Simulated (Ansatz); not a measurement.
## Electronic structure of CH4···CH6Si (SMILES C.C[SiH3]) in real space

Input

```
crystal:
  periodic: [false, false, false]
  atoms:
    - {symbol: C, position_ang: [0.288312, -0.059769, -2.348742]}
    - {symbol: H, position_ang: [0.151885, 0.911724, -1.874429]}
    - {symbol: H, position_ang: [0.035359, 0.016221, -3.405783]}
    - {symbol: H, position_ang: [-0.363426, -0.792107, -1.872763]}
    - {symbol: H, position_ang: [1.326818, -0.374335, -2.247423]}
    - {symbol: C, position_ang: [0.792826, -0.114618, 1.550597]}
    - {symbol: Si, position_ang: [-1.048481, 0.173306, 1.394123]}
    - {symbol: H, position_ang: [1.254489, -0.207822, 0.565502]}
    - {symbol: H, position_ang: [0.995373, -1.030524, 2.110102]}
    - {symbol: H, position_ang: [1.271415, 0.715797, 2.074319]}
    - {symbol: H, position_ang: [-1.326211, 1.423108, 0.635679]}
    - {symbol: H, position_ang: [-1.676747, 0.296928, 2.737764]}
    - {symbol: H, position_ang: [-1.701415, -0.958010, 0.680958]}
basis:
  gaussian: {orbitals: "def2-TZVPPD.json"}
hamiltonian: {xc: pbe0, dispersion: d4}
output: {orbitals: {seedname: orbitals}}
```

Launched as:

```sh
ansatz run in.yaml --threads 4 --pin off --events-out ev --progress --plain --max-ram 9574MiB
```

Geometry: PBE0-D4/def2-TZVP.

The calculation used RKS PBE0-D4/def2-TZVPPD in Ansatz.

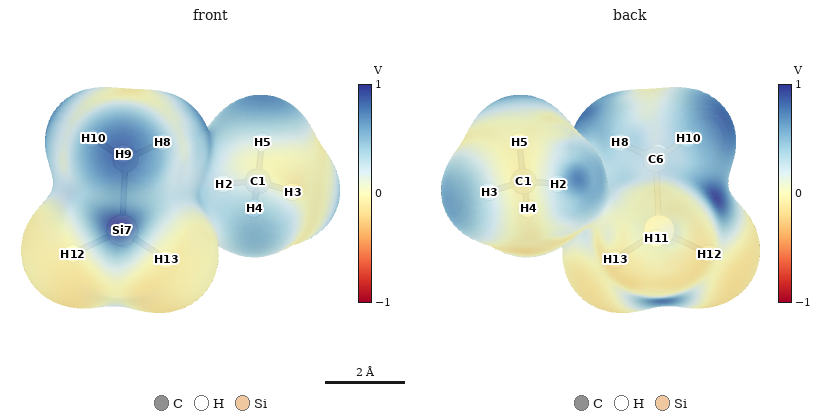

Figure 1. The electrostatic potential painted on the density surface at 0.002 e/bohr³, seen from the front and from behind; the colour scale runs from red (negative) to blue (positive).

Q: Which sites attract a positive test charge, and which a negative one?

A: A positive charge is drawn to the negative regions and a negative charge to the positive ones. The most negative region (about −0.2 V) lies over C1, H11, H12 and H13, the most positive (about +0.9 V, or +21 kcal/mol for a unit charge) over Si7 and H10.

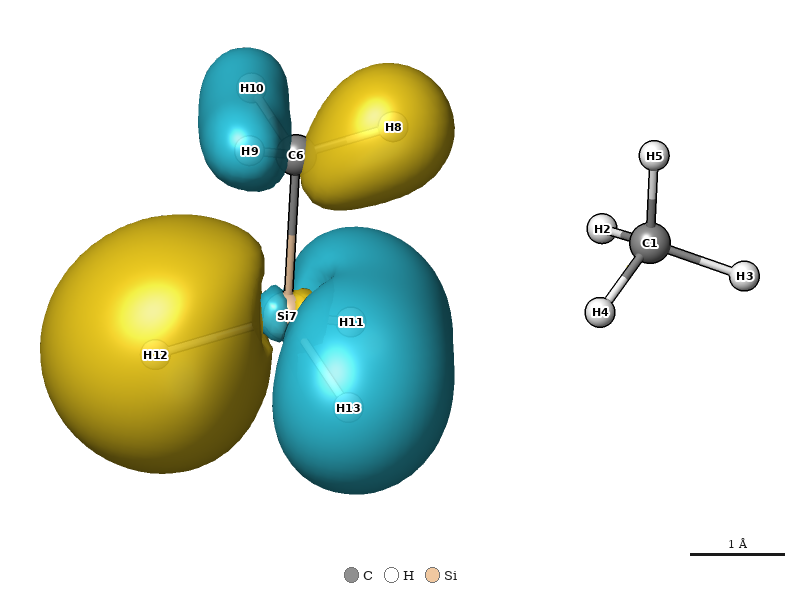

Figure 2. The HOMO−1 at ±0.08 Å⁻³ᐟ² (yellow and cyan are the two phases), seen at a tilt.

Q: Where does this orbital lie, and at what energy?

A: By Hirshfeld shares it lies mainly on Si7 (about 40 %), H12 (about 30 %), H13 (about 10 %) and H11 (about 10 %). Its energy is −9.32 eV.

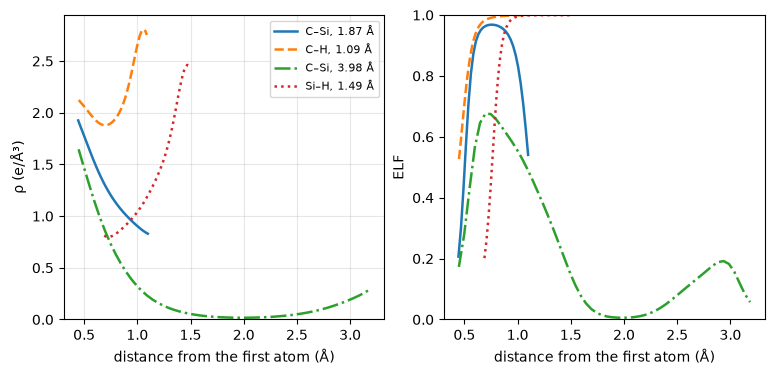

Figure 3. Electron density and electron localisation function along straight lines between neighbouring atoms. The curves leave out the atomic cores.

Q: What can be read from the curves?

A: C–Si (1.87 Å): the density is about 0.97 e/Å³ at the midpoint; the ELF peaks at about 0.95 between the atoms, as expected for a covalent bond.
C–H (1.09 Å): ρ at the midpoint is about 2 e/Å³; the ELF climbs to about 1 towards the hydrogen, as it does in any bond to H: an ordinary covalent bond to hydrogen.
C1···Si7 (3.98 Å): the density falls to about 0.02 e/Å³ on the way; the ELF dips to about 0 between them: a weak contact between the two molecules.
Si–H (1.49 Å): ρ at the midpoint is about 0.8 e/Å³; the ELF climbs to about 1 towards the hydrogen.

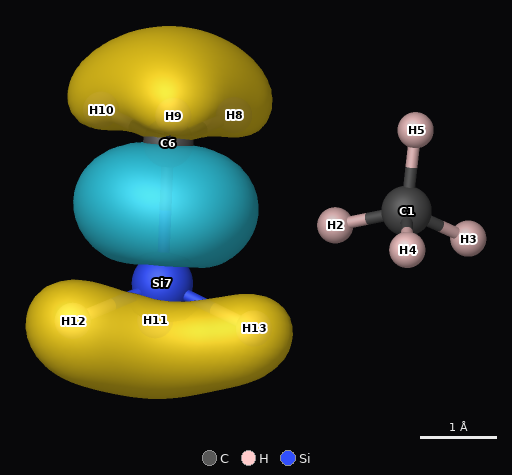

Figure 4. The HOMO at ±0.1 Å⁻³ᐟ² (yellow and cyan are the two phases), seen at an oblique angle.

Q: What is the character of this orbital?

A: Its weight (Hirshfeld) is mainly on C6 (about 45 %) and Si7 (about 30 %). Its energy is −9.21 eV.
